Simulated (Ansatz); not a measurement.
## SiC: response to strain

The parent structure is SiC (space group P6_3mc, No. 186).

```yaml
crystal:
  lattice:
    - [3.09415, 0.00000, 0.00000]
    - [-1.54707, 2.67961, 0.00000]
    - [0.00000, 0.00000, 10.12926]
  atoms:
    - { symbol: Si, position: [0.00000, 0.00000, 0.50031] }
    - { symbol: Si, position: [0.00000, 0.00000, 0.00031] }
    - { symbol: Si, position: [0.33333, 0.66667, 0.25025] }
    - { symbol: Si, position: [0.66667, 0.33333, 0.75025] }
    - { symbol: C, position: [0.00000, 0.00000, 0.31285] }
    - { symbol: C, position: [0.00000, 0.00000, 0.81285] }
    - { symbol: C, position: [0.33333, 0.66667, 0.06221] }
    - { symbol: C, position: [0.66667, 0.33333, 0.56221] }
```

Cartesian axes are those of the cell as printed.

Strains are applied to the cell and any free atomic positions relax.

Level of theory: DFT with PBE, PAW potentials and a 420 eV plane-wave cutoff in Ansatz (a first-principles code), spin-orbit coupling left out.

Notes on the quantities. pressure: mean of the normal stresses, compression positive.

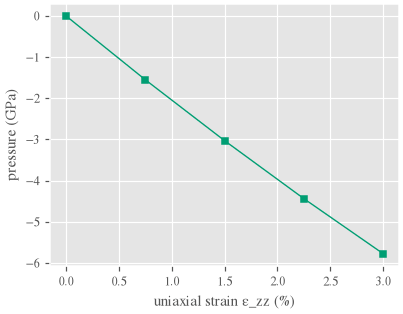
*Pressure against uniaxial strain ε_zz*

Task: From the plot, what is the pressure for uniaxial strain ε_zz = +2.25 %?

Result: About -4.4 GPa.

Task: Is the trend monotonic over the range shown?

Result: Yes, it falls throughout, spanning -5.78 GPa to 0.00 GPa.

Stability against distortions was not tested.
